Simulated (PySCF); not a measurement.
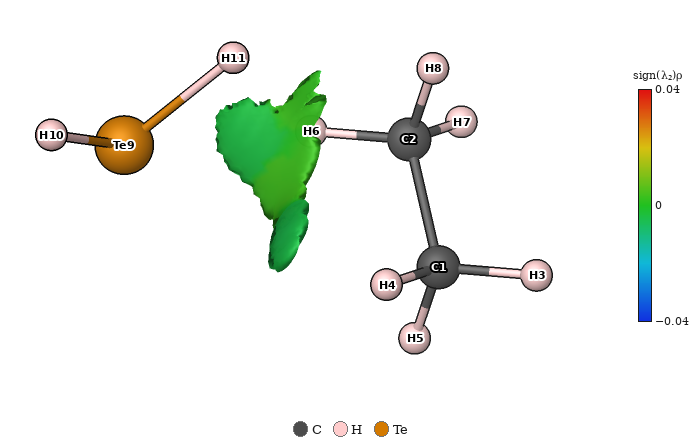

*C$_{2}$H$_{8}$Te, SMILES `CC.[TeH2]`. Non-covalent interaction surfaces between the fragments (reduced density gradient s = 0.5, coloured by sign(λ₂)ρ in a.u.; trimmed to the region between the fragments where ρ is under 0.06 a.u.). Fragment A: H6C2 (atoms 1–8); fragment B: TeH2.*

Computed with PySCF, TPSS/def2-SVPD, geometry: GFN2-xTB. Core potentials replace the inner electrons of Te; spin–orbit coupling isn't included. GFN2-xTB bond lengths at metals and heavier atoms can be off by up to 0.1 Å and shapes distorted, which carries into these values.

Coordinates in Å:

```
C1      -3.0601   -0.7456   -0.0342
C2      -2.8729    0.7621    0.0296
H3      -3.8148   -1.0066   -0.7725
H4      -2.1281   -1.2350   -0.3112
H5      -3.3769   -1.1331    0.9316
H6      -2.1183    1.0241    0.7690
H7      -3.8034    1.2539    0.3041
H8      -2.5524    1.1499   -0.9349
Te9      0.9702   -0.0046    0.0404
H10      2.4242   -0.4134   -0.6041
H11      0.5192    0.5007   -1.4545
```

Q: Which interactions hold the two fragments together?

A: Bond critical points between the fragments: H4···Te9, 3.35 Å, ρ = 0.005 a.u.; H6···Te9, 3.34 Å, ρ = 0.004 a.u. All are weak and appear green (van der Waals range). Several contacts close a ring, whose ring point adds a part with positive λ₂ between them. The pose is a local one from a semi-empirical search, not shown to be the most stable.

Q: How strongly are they bound?

A: The counterpoise-corrected interaction energy of the frozen fragments is +0.4 kcal/mol without dispersion correction and −1.4 kcal/mol with D3(BJ). The pair geometry is semi-empirical, not a minimum at this level.

Cost of the run: 100 s on 1 thread of Arm Neoverse V2, on a shared host, peak memory 0.58 GiB.
